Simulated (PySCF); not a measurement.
**C5H14N2 (bis(dimethylamino)methane) at 5 levels**

Aim: a comparison of 5 runs (B3LYP/def2-SVP, BHLYP/def2-SVP, M06-L/def2-SVP, PBE0/def2-SVP, r2SCAN/def2-SVP) of C5H14N2 (bis(dimethylamino)methane). 

The calculation is run with PySCF 2.14.0.

## (1) Starting point

C5H14N2 has 21 atoms, charge 0, and is taken as a singlet. As SMILES, `CN(C)CN(C)C`. The shape is that of a PBE0-D4/def2-TZVP optimisation. This is one conformer, not always the lowest.

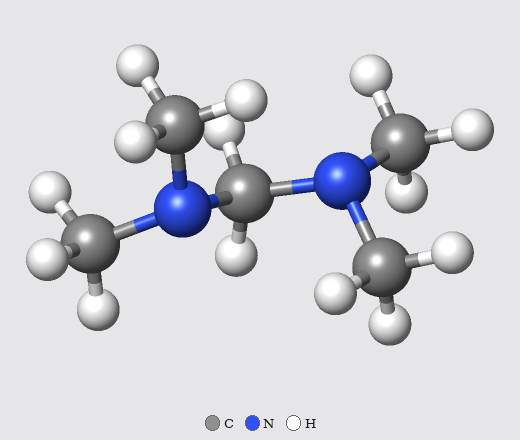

Viewed from a chosen angle; carbon grey, nitrogen blue, hydrogen white.

## (2) The energy at B3LYP/def2-SVP (run 1)

job.py reads:

```python
from pyscf import gto, dft

molecule = gto.M(
    atom='''
C      1.211310    -1.641940    -0.208450
N      0.014640    -0.991070    -0.688900
C     -0.963680    -1.942550    -1.151120
C     -0.536860    -0.086040     0.287490
N      0.327790     1.045960     0.505460
C      0.403500     1.900820    -0.656420
C     -0.039720     1.781660     1.688560
H      1.917450    -0.888420     0.139500
H      1.672860    -2.212550    -1.017370
H      1.004650    -2.336150     0.627260
H     -1.319780    -2.620330    -0.353090
H     -0.531000    -2.560200    -1.941320
H     -1.829930    -1.420150    -1.563630
H     -0.688070    -0.581160     1.265440
H     -1.535060     0.224860    -0.074890
H     -0.556300     2.408110    -0.867330
H      1.166090     2.667600    -0.503100
H      0.673380     1.303770    -1.527160
H     -1.043030     2.241600     1.618670
H     -0.029210     1.122060     2.559350
H      0.680970     2.584130     1.861080
''',
    max_memory=1860,
    basis='def2-svp',
    verbose=3,
)

myscf = dft.RKS(molecule, xc='b3lyp')
myscf.grids.level = 5
myscf.conv_tol = 1e-10
myscf.kernel()
if not myscf.converged:
    myscf = myscf.newton().run(myscf.mo_coeff, myscf.mo_occ)

etot = myscf.e_tot
print('Final energy', etot)
```

Started as:

```console
$ OMP_NUM_THREADS=1 python job.py
```

Output:

```text
converged SCF energy = -308.212017632005
Final energy -308.21201763200474
```

Run time: 83 s. Hardware: 1 thread of Intel Xeon at 2.70GHz, shared host; peak memory 1.4 GiB.

## (3) A single-point energy at BHLYP/def2-SVP (run 2)

job.py reads:

```python
from pyscf import gto, dft

mol = gto.M(
    atom='''
C      2.289044    -3.102817    -0.393913
N      0.027666    -1.872851    -1.301832
C     -1.821091    -3.670887    -2.175302
C     -1.014518    -0.162592     0.543277
N      0.619433     1.976578     0.955181
C      0.762504     3.592029    -1.240454
C     -0.075060     3.366849     3.190916
H      3.623455    -1.678870     0.263617
H      3.161247    -4.181114    -1.922551
H      1.898513    -4.414684     1.185350
H     -2.494023    -4.951706    -0.667243
H     -1.003445    -4.838077    -3.668563
H     -3.458067    -2.683695    -2.954832
H     -1.300264    -1.098233     2.391335
H     -2.900843     0.424924    -0.141522
H     -1.051255     4.550668    -1.639016
H      2.203591     5.041033    -0.950721
H      1.272504     2.463768    -2.885914
H     -1.971041     4.236010     3.058843
H     -0.055199     2.120386     4.836471
H      1.286847     4.883298     3.516931
''',
    basis='def2-svp',
    max_memory=1860,
    spin=0,
    verbose=3,
    unit='bohr',
)

mf = dft.RKS(mol)
mf.xc = 'bhandhlyp'
mf.conv_tol = 1e-10
mf.grids.level = 5
mf.kernel()
if not mf.converged:
    mf = mf.newton().run(mf.mo_coeff, mf.mo_occ)

energy = mf.e_tot
print(f'total energy: {energy:.8f} hartree')
```

Started as:

```console
$ OMP_NUM_THREADS=1 python job.py
```

Output:

```text
converged SCF energy = -308.009887823275
total energy: -308.00988782 hartree
```

It took 79 s on 1 thread of Intel Xeon at 2.70GHz, shared host; peak memory 1.4 GiB.

## (4) The energy at M06-L/def2-SVP (run 3)

calc.py reads:

```python
from pyscf import gto, dft

mol = gto.M(
    atom='''
C    1.211310  -1.641940  -0.208450
N    0.014640  -0.991070  -0.688900
C   -0.963680  -1.942550  -1.151120
C   -0.536860  -0.086040   0.287490
N    0.327790   1.045960   0.505460
C    0.403500   1.900820  -0.656420
C   -0.039720   1.781660   1.688560
H    1.917450  -0.888420   0.139500
H    1.672860  -2.212550  -1.017370
H    1.004650  -2.336150   0.627260
H   -1.319780  -2.620330  -0.353090
H   -0.531000  -2.560200  -1.941320
H   -1.829930  -1.420150  -1.563630
H   -0.688070  -0.581160   1.265440
H   -1.535060   0.224860  -0.074890
H   -0.556300   2.408110  -0.867330
H    1.166090   2.667600  -0.503100
H    0.673380   1.303770  -1.527160
H   -1.043030   2.241600   1.618670
H   -0.029210   1.122060   2.559350
H    0.680970   2.584130   1.861080
''',
    max_memory=1860,
    basis='def2-svp',
    spin=0,
    verbose=3,
)

myscf = dft.RKS(mol, xc='m06-l')
myscf.conv_tol = 1e-10
myscf.grids.level = 5
myscf.kernel()
if not myscf.converged:
    myscf = myscf.newton().run(myscf.mo_coeff, myscf.mo_occ)

energy = myscf.e_tot
print('Final energy', energy)
```

Started as:

```console
$ OMP_NUM_THREADS=1 python calc.py
```

Output:

```text
converged SCF energy = -308.160005969221
Final energy -308.1600059692213
```

Run time: 2.6 min. Hardware: 1 thread of Intel Xeon at 2.70GHz, shared host; peak memory 1.5 GiB.

Run 4 isn't shown in full; the table further down has it.

## (5) A single-point energy at r2SCAN/def2-SVP (run 5)

run.py reads:

```python
from pyscf import gto, dft

mol = gto.Mole()
mol.atom = '''
C    1.211310  -1.641940  -0.208450
N    0.014640  -0.991070  -0.688900
C   -0.963680  -1.942550  -1.151120
C   -0.536860  -0.086040   0.287490
N    0.327790   1.045960   0.505460
C    0.403500   1.900820  -0.656420
C   -0.039720   1.781660   1.688560
H    1.917450  -0.888420   0.139500
H    1.672860  -2.212550  -1.017370
H    1.004650  -2.336150   0.627260
H   -1.319780  -2.620330  -0.353090
H   -0.531000  -2.560200  -1.941320
H   -1.829930  -1.420150  -1.563630
H   -0.688070  -0.581160   1.265440
H   -1.535060   0.224860  -0.074890
H   -0.556300   2.408110  -0.867330
H    1.166090   2.667600  -0.503100
H    0.673380   1.303770  -1.527160
H   -1.043030   2.241600   1.618670
H   -0.029210   1.122060   2.559350
H    0.680970   2.584130   1.861080
'''
mol.spin = 0
mol.verbose = 4
mol.basis = 'def2-svp'
mol.max_memory = 1860
mol.build()

mf = dft.RKS(mol)
mf.xc = 'r2scan'
mf.conv_tol = 1e-10
mf.grids.level = 5
mf.kernel()
if not mf.converged:
    mf = mf.newton().run(mf.mo_coeff, mf.mo_occ)

etot = mf.e_tot
print('Final energy', etot)
```

Started as:

```console
$ OMP_NUM_THREADS=1 python run.py
```

Output:

```text
PySCF version 2.14.0

[... 92 lines left out ...]
converged SCF energy = -308.01364169711
Final energy -308.0136416971104
```

Run time: 2.6 min. Hardware: 1 thread of Intel Xeon at 2.70GHz, shared host; peak memory 1.5 GiB.

## (6) The series

```
run            level  energy (Eh)  dipole moment (D)  HOMO energy (eV)  LUMO energy (eV)  wall time
  1   B3LYP/def2-SVP  -308.212018               0.59             -5.80              1.42       83 s
  2   BHLYP/def2-SVP  -308.009888               0.72             -7.36              2.45       79 s
  3   M06-L/def2-SVP  -308.160006               0.59             -4.91              1.75    2.6 min
  4    PBE0/def2-SVP  -307.841286               0.65             -6.03              1.75       96 s
  5  r2SCAN/def2-SVP  -308.013642               0.57             -4.92              1.50    2.6 min
```

## (7) What came out

```
            quantity          value
 run 5: total energy  -308.01364 Eh
run 5: dipole moment         0.57 D
  run 5: HOMO energy       -4.92 eV
  run 5: LUMO energy        1.50 eV
run 5: HOMO–LUMO gap        6.42 eV
```

What this shows: The dipole moment (its size) runs from 0.57 D (r2SCAN/def2-SVP) to 0.72 D (BHLYP/def2-SVP). The HOMO–LUMO gap runs from 6.42 eV (r2SCAN/def2-SVP) to 9.82 eV (BHLYP/def2-SVP). Totals of different functionals can't be ranked against each other. All runs together took 9.5 min, the longest 2.6 min.
